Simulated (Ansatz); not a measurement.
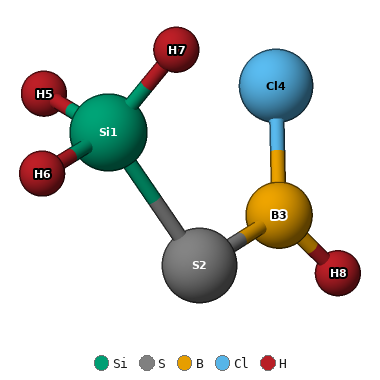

The system is BClH₄SSi (SMILES [SiH3]SBCl) with the probe Li+; the picture shows it without the atoms that are moved over the map. The probe is moved over the plane through the molecule's long axis and the normal of its main plane. The first coordinate is: x of the probe's Li atom; the second: z of the probe's Li atom. Nothing is relaxed (molecule and probe rigid). The scan uses a 23 × 15 grid. At 55 points there is no value (left out of the scan, as a rule where atoms come close). Points are written as (first, second). Energies: kJ/mol, counted from molecule and probe far apart, each relaxed in its own basis (no counterpoise correction). Energies and slopes of some neighbouring points disagree (a jump in structure or state, or too coarse a mesh). The calculation used RKS B3LYP-D4/def2-SVP in Ansatz.

Range: x of the probe's Li atom from −6.6 to 6.6 Å; z of the probe's Li atom from −4.2 to 4.2 Å.

### What will the energy surface look like?

The lowest grid point is at (3.6 Å, 0.6 Å) [nearest 1 Cl at 2.23 Å], −93 kJ/mol from molecule and probe far apart, each relaxed in its own basis (no counterpoise correction). The highest grid point, (−3.0 Å, 1.2 Å) [nearest 1 H at 1.40 Å], lies 157 kJ/mol above the lowest.

```tsv
z of the probe's Li atom ↓, x of the probe's Li atom →	−6.0	−4.8	−3.6	−2.4	−1.2	0.0	1.2	2.4	3.6	4.8	6.0
4.2	−1	−4	−9	−18	−26	−26	−23	−19	−14	−8	−5
3.6	−2	−7	−17	−33	−46	−47	−40	−34	−23	−13	−7
3.0	−4	−14	−29	−51	−69	−74	−65	−56	−38	−19	−9
2.4	−8	−23	−45	−49	−71	−77	−67	−69	−58	−28	−12
1.8	−12	−37	−44	−19	3	−51	−16	−69	−75	−38	−15
1.2	−17	−50	−13	–	–	–	–	–	−89	−49	−18
0.6	−21	−48	–	–	–	–	–	–	−93	−56	−20
0.0	−23	−49	–	–	–	–	–	–	−91	−59	−21
−0.6	−21	−48	–	–	–	–	–	–	−93	−56	−20
−1.2	−17	−50	−13	–	–	–	–	–	−89	−49	−18
−1.8	−12	−37	−44	−19	3	−51	−16	−69	−75	−38	−15
−2.4	−8	−23	−45	−49	−71	−77	−67	−69	−58	−28	−12
−3.0	−4	−14	−29	−51	−69	−74	−65	−56	−38	−19	−9
−3.6	−2	−7	−17	−33	−46	−47	−40	−34	−23	−13	−7
−4.2	−1	−4	−9	−18	−26	−26	−23	−19	−14	−8	−5
```

The table holds every second grid line.

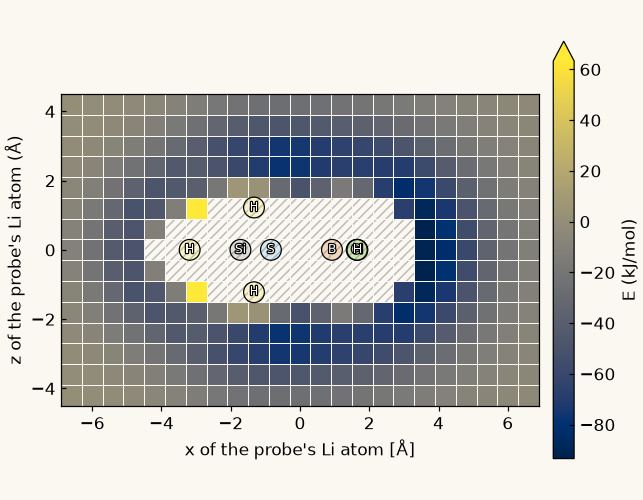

The picture shows one coloured cell a grid point, labelled circles for the molecule's atoms, projected on the plane, one colour for all values above the top of the scale, hatched blanks where no value was computed.

Time for the 290 points that were run: 23 min on 1 thread of Arm Neoverse V2 (shared host).
